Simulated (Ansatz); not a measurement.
Consider Zr$_{3}$Al$_{2}$N$_{5}$.

```cif
data_structure
_symmetry_space_group_name_H-M 'P 1'
_symmetry_Int_Tables_number 1
_cell_length_a 3.1528
_cell_length_b 3.1528
_cell_length_c 22.2156
_cell_angle_alpha 90.000
_cell_angle_beta 90.000
_cell_angle_gamma 90.000
_cell_volume 220.83
loop_
_atom_site_label
_atom_site_type_symbol
_atom_site_fract_x
_atom_site_fract_y
_atom_site_fract_z
_atom_site_occupancy
Zr1 Zr 0.50000 0.50000 0.20169 1
Zr2 Zr 0.00000 0.00000 0.70169 1
Zr3 Zr 0.00000 0.00000 0.29831 1
Zr4 Zr 0.50000 0.50000 0.79831 1
Zr5 Zr 0.50000 0.50000 0.00000 1
Zr6 Zr 0.00000 0.00000 0.50000 1
Al1 Al 0.50000 0.50000 0.39959 1
Al2 Al 0.00000 0.00000 0.89959 1
Al3 Al 0.00000 0.00000 0.10041 1
Al4 Al 0.50000 0.50000 0.60041 1
N1 N 0.50000 0.50000 0.09789 1
N2 N 0.00000 0.00000 0.59789 1
N3 N 0.00000 0.00000 0.18747 1
N4 N 0.50000 0.50000 0.68747 1
N5 N 0.50000 0.50000 0.31253 1
N6 N 0.00000 0.00000 0.81253 1
N7 N 0.00000 0.00000 0.40211 1
N8 N 0.50000 0.50000 0.90211 1
N9 N 0.00000 0.00000 0.00000 1
N10 N 0.50000 0.50000 0.50000 1
```

Space group I4/mmm; a structure generated by program, which may or may not match a known phase; computed without spin polarisation.

The calculation used DFT PBE, scalar-relativistic, plane waves, PAW in Ansatz 0.2.0.

Question: What can the converged valence pseudo-density and electron localisation function tell about the bonding?

Answer: Al–N (1.93 Å): ρ at the midpoint is about 0.61 e/Å³; the ELF peaks at about 0.85 in the valence shell of N, 0.7 Å from its nucleus, and is about 0.80 at the midpoint.
Zr–N (2.17 Å): the density is about 0.62 e/Å³ at the midpoint; the ELF peaks at about 0.85 in the valence shell of N, 0.6 Å from its nucleus, and drops to about 0.20 between the two atoms (no shared electron pair shows on this line).
Al–N (2.23 Å): ρ is about 0.36 e/Å³ halfway; the ELF peaks at about 0.80 in the valence shell of N, 0.7 Å from its nucleus, and is about 0.65 at the midpoint.
Zr–N (2.31 Å): the density is about 0.46 e/Å³ at the midpoint; the ELF peaks at about 0.85 in the valence shell of N, 0.7 Å from its nucleus, and is about 0.20 at the midpoint: no shared electron pair shows on this line.
Bader's partition of the density gives Zr +1.74 to +2.12, Al +2.39 and N −2.17 to −2.00 e.

Question: How much charge does the calculation move between the atoms?

Answer: Electrons move from Zr and Al towards N. Bader charges: Zr +1.74 to +2.12, Al +2.39 and N −2.17 to −2.00 e.

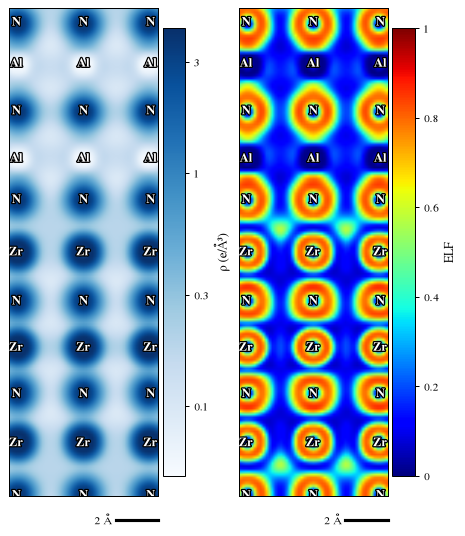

Computed valence pseudo-density and electron localisation function on the (010) plane of the conventional cell, in this order. 

In a PAW calculation such maps are meaningful between the atoms, not at the nuclei.
